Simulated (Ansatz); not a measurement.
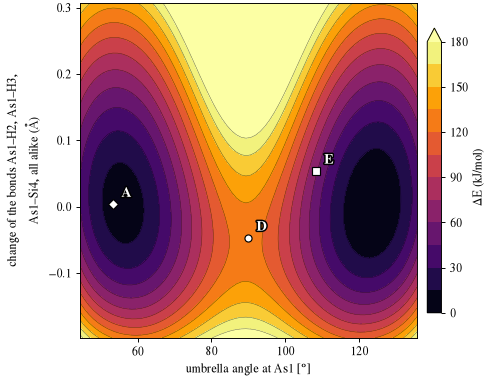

AsH2(SiH3) (AsH5Si). First axis: umbrella angle at As1 (between each of its bonds and their common axis; 90 is planar). Second axis: change of the bonds As1–H2, As1–H3, As1–Si4, all alike. Nothing is relaxed (all other coordinates rigid). The grid has 11 × 11 points. Points are written as (first, second). All energies are given in kJ/mol relative to the relaxed molecule at the same level. Method: RKS PBE0-D4/def2-TZVP in Ansatz.

The picture shows filled contours, one colour for all values above the top of the scale, lettered points. Between grid points the surface is interpolated.

Q: Is D the lowest point of the computed grid?

A: No. D lies 123 kJ/mol above the lowest grid point, which is at (126.6°, 0.004 Å).

Q: What kind of point is each of A, D, E: minimum, saddle, maximum or slope?

A: A: minimum; D: saddle point; E: on a slope. (In these two coordinates alone; a stationary point may lie a little off the grid point.)
